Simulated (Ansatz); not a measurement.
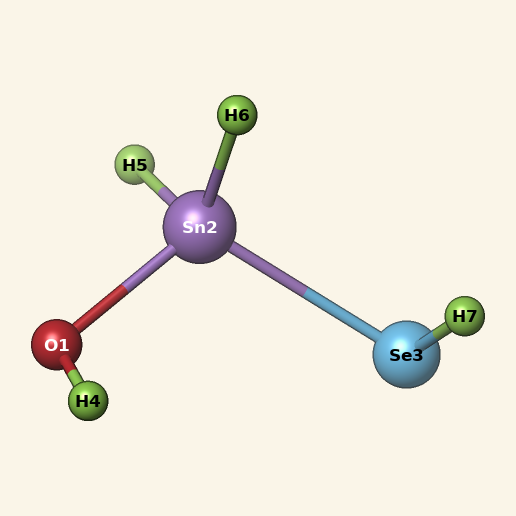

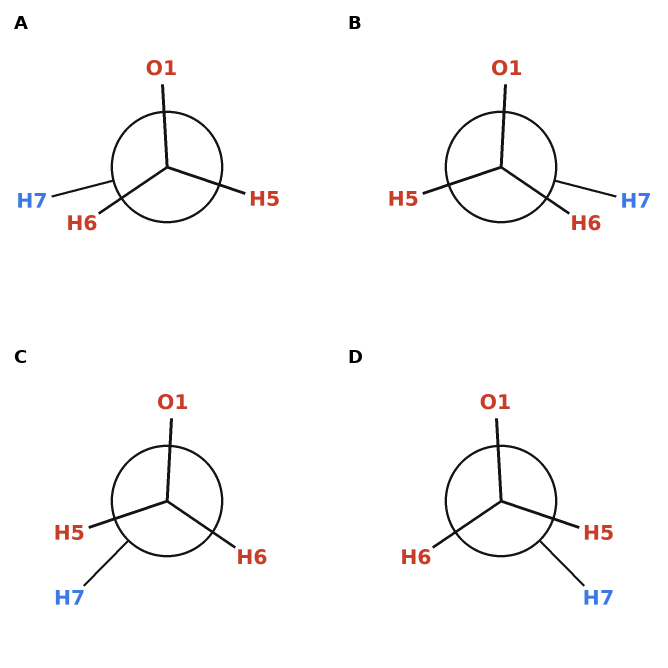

Atoms fade into the background with distance from the viewer. Bonds that would overlap in a projection are set slightly apart. The computed structure is the end point of a PBE-D4/def2-SVP optimisation. No frequency run is at hand to confirm it as a minimum.

Which Newman projection shows the view along Sn2–Se3, with Sn2 in front?

Answer. A. The torsion angle O1–Sn2–Se3–H7 is −101°, anticlinal.
